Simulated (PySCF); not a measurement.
# C3H7NSSi: the cost of one run

The runs use PySCF 2.14.0, with density-fitted response routines of our own; the level of theory stands in each step. All values are computed, except where a source is named. Atoms are numbered from 0 throughout.

## Step 1: The molecule as given

13 atoms, charge 0, multiplicity 1; geometry from: PBE0-D3(BJ)/def2-SVP.

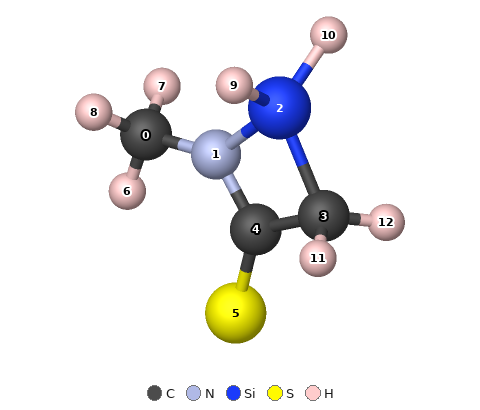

As it starts; carbon dark grey, nitrogen light blue, silicon blue, sulfur yellow, hydrogen pink, atoms numbered; sticks join atoms by distance.

## Step 2: Nuclear shieldings: HF/pcSseg-1

The job: settings as JSON, then the geometry in Å.

```
{"job": {"kind": "nmr", "xc": "HF", "basis": "pcSseg-1", "pop": false}, "charge": 0, "multiplicity": 1}
C      1.599839     0.792057     0.263227
N      0.241030     0.540564    -0.129974
Si    -0.944410    -0.785541    -0.143969
C     -1.891659     0.670762    -0.882854
C     -0.606113     1.470268    -0.668952
S     -0.317651     3.047137    -1.000471
H      1.800351     1.866967     0.136839
H      2.306182     0.221858    -0.361920
H      1.761027     0.513297     1.316196
H     -1.317325    -1.282020     1.212527
H     -0.573279    -1.941734    -1.010367
H     -2.738003     1.079389    -0.312460
H     -2.175546     0.619099    -1.943617
```

With the program's defaults for keys left out, this is: GIAO HF/pcSseg-1 NMR shielding, non-relativistic, gas phase.

Command:

```bash
> OMP_NUM_THREADS=1 python probes_run.py task.json out
```

This one command runs all jobs of the session in turn.

**Question.** How long does this first job take on 1 thread of Arm Neoverse V1, shared host, and how much memory does it need?

About 7.9 s, with a peak of 0.87 GiB.
